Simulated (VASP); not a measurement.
Band structure of CoSi₂ (fluorite). Method: PBE GGA with D3 dispersion (zero damping), VASP's PBE PAW potentials (set 64) (plane waves; VASP 6.6.1).

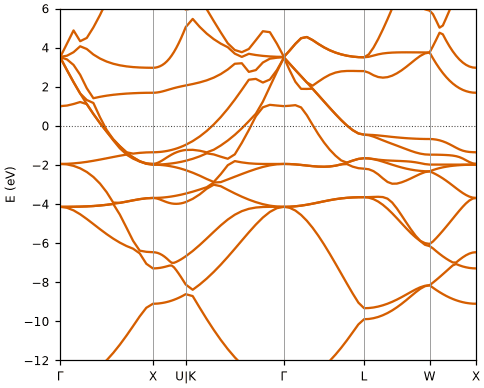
Figure: Bands along high-symmetry lines, zero at the valence-band maximum or, without a gap, the Fermi level

Question: Read the plot: is there a gap, and where are the band edges?

Answer: It has no gap at this level: it comes out as a metal or semimetal. (Edges off the drawn lines would not show.)

The compound is CoSi2 in the fluorite structure. It was relaxed first. The run is not spin-polarised, so no magnetic state was tried. The electron count is odd and the run is not spin-polarised, which forces a metal.
